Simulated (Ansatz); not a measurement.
System: hcp Tb. Method: BLYP (PAW; Ansatz, a first-principles code).

Run with plane-wave cutoff 520 eV, 18×18×10 k mesh (along the axes of the cell as run), Fermi–Dirac smearing 0.05 eV, spin-polarised with parallel moments, scalar-relativistic PAW data made under PBE.

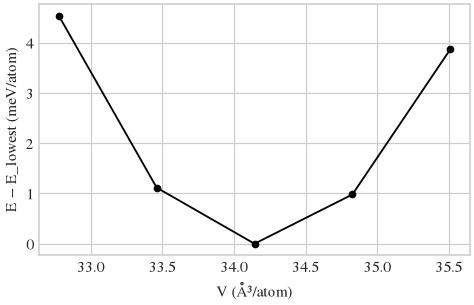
Total energy against volume

Task: From the curve, estimate the equilibrium volume and the bulk modulus.

Result: V0 ≈ 34.2 Å³/atom and B0 ≈ 25 GPa; the fit gives V0 = 34.154 Å³/atom, B0 = 24.5 GPa, B′ = 3.7.

Shape and atoms are relaxed at each volume.

Measured, for comparison: bulk modulus 38.7 GPa (room temperature, no zero-point or thermal correction; as tabulated in Wikipedia's data pages); equilibrium volume per atom 32.07 Å³/atom (room temperature, no zero-point or thermal correction; as tabulated in Söderlind et al. (2014), doi:10.1088/0953-8984/26/41/416001). Computed (rounded) less measured: bulk modulus -37 %, equilibrium volume per atom +6.5 %.

Note: the 4f shell is treated without U or exact exchange, so its levels and filling can be wrong; the collinear magnetic order is the start's and need not be the measured one; the bulk modulus comes from volumes at which shape and atoms were relaxed.

Spin–orbit coupling is not included.

Computed values are for the static lattice.
